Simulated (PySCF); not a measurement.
# HF/STO-3G run of CHFO (formyl fluoride)

Aim: the vertical singlet–triplet gap of CHFO (formyl fluoride) at HF/STO-3G, from 2 runs. The job is set up through a Python script.

The results are computed with PySCF 2.14.0.

2 further runs of the same task are left out: 2 set aside as unsound or not needed.

### Step 1. The molecule

CHFO has 4 atoms, charge 0, and is taken as a singlet. As SMILES, `O=CF`. The shape is that of a GFN2-xTB optimisation.

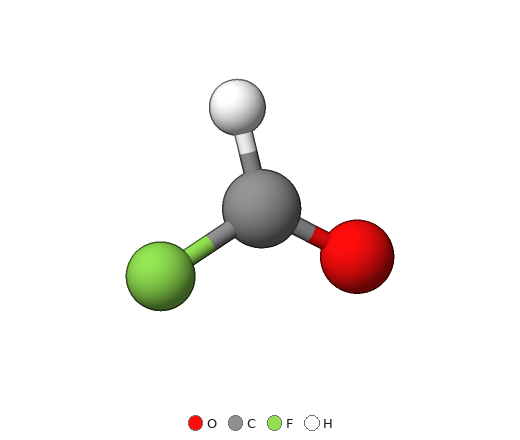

The structure, seen from a chosen angle (oxygen red, carbon grey, fluorine green, hydrogen white).

### Step 2. A single-point energy at HF/STO-3G

File run.py:

```python
from pyscf import gto, scf

mol = gto.Mole()
mol.atom = [
    ('O', (-0.889680, 0.196020, 0.829980)),
    ('C', (-0.049740, 0.073340, 0.022930)),
    ('F', (0.584370, -1.090860, -0.181350)),
    ('H', (0.355050, 0.821510, -0.671560)),
]
mol.spin = 0
mol.basis = 'sto-3g'
mol.verbose = 3
mol.max_memory = 1860
mol.build()

mf = scf.RHF(mol)
mf.conv_tol = 1e-10
mf.kernel()
if not mf.converged:
    mf = mf.newton().run(mf.mo_coeff, mf.mo_occ)

e_tot = mf.e_tot
print(f'total energy: {e_tot:.8f} hartree')
```

Launch:

```
OMP_NUM_THREADS=1 python run.py
```

The program printed:

```text
converged SCF energy = -209.826652032091
total energy: -209.82665203 hartree
```

Run time: 0.68 s. Hardware: 1 thread of Arm Neoverse V1, shared host; peak memory 0.1 GiB.

### Step 3. The triplet

File input.xyz:

```xyz
4
CHFO
O     -0.889680     0.196020     0.829980
C     -0.049740     0.073340     0.022930
F      0.584370    -1.090860    -0.181350
H      0.355050     0.821510    -0.671560
```

File job.py:

```python
from pyscf import gto

mol = gto.Mole()
mol.atom = 'input.xyz'
mol.spin = 2
mol.verbose = 3
mol.basis = 'sto-3g'
mol.charge = 0
mol.max_memory = 1860
mol.build()

calc0 = mol.UHF()
calc0.conv_tol = 1e-10
calc0.kernel()
if not calc0.converged:
    calc0 = calc0.newton().run(calc0.mo_coeff, calc0.mo_occ)

etot = calc0.e_tot
print('E(%s) = %.9f' % ('HF', etot))
```

Launch:

```
OMP_NUM_THREADS=1 python job.py
```

The program printed:

```text
WARN: HOMO 0.142238789484129 >= LUMO -0.363327429125316

converged SCF energy = -209.695197945823  <S^2> = 2.004835  2S+1 = 3.0032216
E(HF) = -209.695197946
```

Run time: 0.85 s. Hardware: 1 thread of Arm Neoverse V1, shared host; peak memory 0.12 GiB.

### Step 4. What came out

Level: HF/STO-3G.

```
                                        quantity          value
                           singlet: total energy  -209.82665 Eh
                          singlet: dipole moment         1.47 D
                            singlet: HOMO energy      -10.52 eV
                            singlet: LUMO energy        7.91 eV
                          singlet: HOMO–LUMO gap       18.43 eV
                           triplet: total energy  -209.69520 Eh
                          triplet: dipole moment         0.89 D
     triplet: HOMO energy (highest over α and β)       -5.62 eV
      triplet: LUMO energy (lowest over α and β)        5.35 eV
                                   triplet: ⟨S²⟩          2.005
vertical energy of the triplet above the singlet       3.577 eV
```

What this shows: At this shape the triplet lies 3.58 eV (345 kJ/mol) above the singlet. In a minimal basis such a difference can be off by several eV, whatever the method. Mulliken charges (triplet) run from -0.12 on F3 to +0.11 on C2; they depend strongly on the basis.
